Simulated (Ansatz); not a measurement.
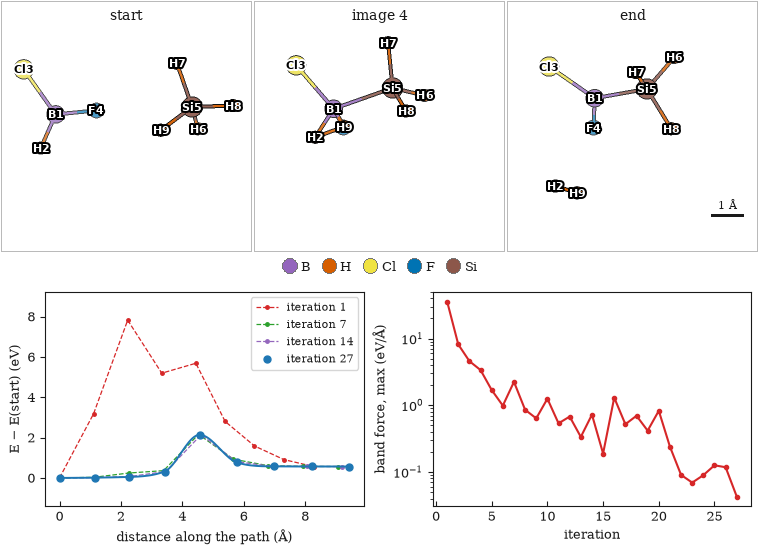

NEB run on BSiH5ClF, made up at the start of BHClF and SiH$_{4}$. Images are numbered from 0 (start) to 8 (end). The plot follows the band through its iterations. The picture is a ball-and-stick view, seen at a tilt.

The calculation used RKS B3LYP/6-31G* in Ansatz. Settings: 7 movable images; climbing image; force threshold 0.05 eV/Å; iteration limit 60; starting path through a guess of the saddle point.

Judge this run.

The run is converged, with reservations. The band converged in 27 iterations. The largest component of the band force went from 36 to 0.043 eV/Å. The climbing image converged on the top of the path. Its vibrational analysis gives 2 imaginary modes over 30i cm⁻¹, so it isn't confirmed as a transition state. The first iteration put the highest image at 7.82 eV. The highest point, image 4, lies 2.14 eV above the start and 1.57 eV above the end; the end is at +0.57 eV relative to the start.

Limits of the set-up: the start holds two separate molecules, 3.2 Å apart at their closest, whose relative position is a soft coordinate and is computed without a dispersion correction.

Cost: 11 min on 1 thread of Arm Neoverse V1 (shared host), peak memory 0.2 GiB.
